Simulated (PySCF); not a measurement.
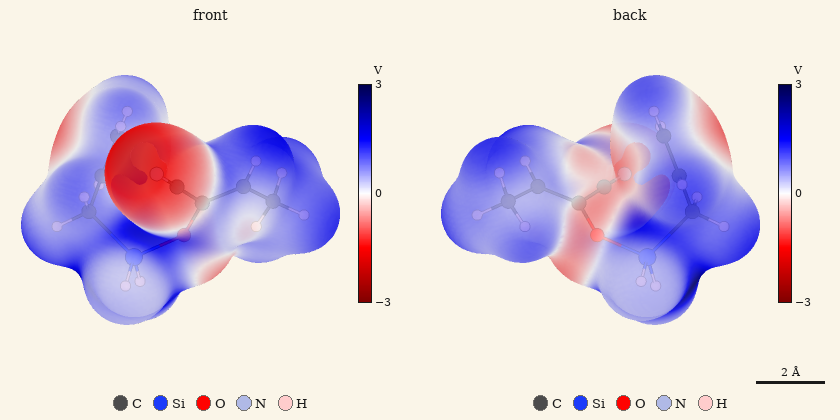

C$_{7}$H$_{11}$NOSi. The molecular electrostatic potential painted on the density surface at 0.004 e/bohr³, seen from the front and from behind; the colour scale runs from red (negative) to blue (positive).

Geometry: GFN2-xTB.

Computed with PBE0/pcSseg-1, SCF density, gas phase, non-relativistic (PySCF 2.14.0).

```xyz
21

C     2.0818   -0.6327    1.2128
C     2.3346    0.0607    0.1167
C     1.8975    1.4672   -0.1093
Si    0.3997    1.5256   -1.2950
O    -0.7052    0.3877   -0.9024
C    -1.3060    0.0517    0.2633
C    -1.1131    0.8894    1.3906
N    -0.9631    1.5712    2.3010
C    -2.0801   -1.0375    0.3790
C    -2.3614   -1.9770   -0.7381
H     2.3964   -1.6561    1.3275
H     1.5556   -0.1988    2.0484
H     2.8641   -0.4011   -0.7072
H     2.7177    2.0469   -0.5324
H     1.6265    1.9241    0.8442
H    -0.1974    2.8613   -1.2568
H     0.6921    1.0412   -2.6369
H    -2.5307   -1.2487    1.3376
H    -3.4332   -2.0123   -0.9345
H    -2.0427   -2.9842   -0.4704
H    -1.8420   -1.6617   -1.6387
```

Question: Describe the electrostatic potential map.

Answer: The most negative region (about −1.9 V, or −44 kcal/mol for a unit charge) lies over N8, the most positive (about +2.4 V, or +55 kcal/mol for a unit charge) over Si4. N8 is the likeliest acceptor of a hydrogen bond.
